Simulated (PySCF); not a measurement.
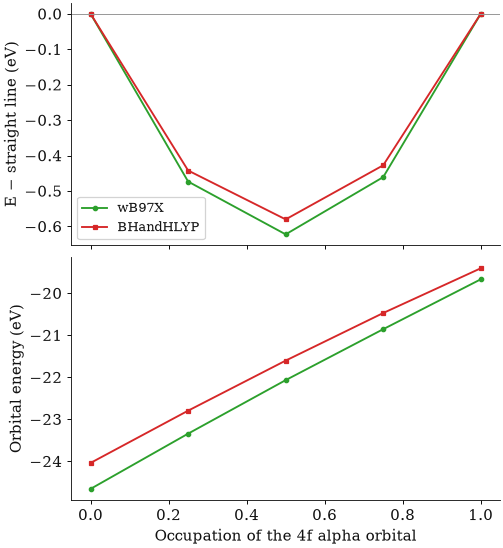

One 4f alpha orbital of Pr²⁺ ([Xe] 4f³) is emptied in steps. The plot gives the energy less the straight line between the integer ends; the lower panel gives the orbital energy. PySCF, def2-TZVP with a 28-electron core potential, unrestricted single determinants, no spin-orbit coupling.

What do the curves say about each method?

wB97X: convex (delocalisation error), largest departure −0.62 eV, removal energy 22.11 eV, orbital energy from −19.7 eV when full to −24.7 eV when empty; BHandHLYP: convex (delocalisation error), largest departure −0.58 eV, removal energy 21.64 eV, orbital energy from −19.4 eV when full to −24.0 eV when empty. The measured removal energy is 21.62 eV. The exact energy is a straight line between whole electron numbers.
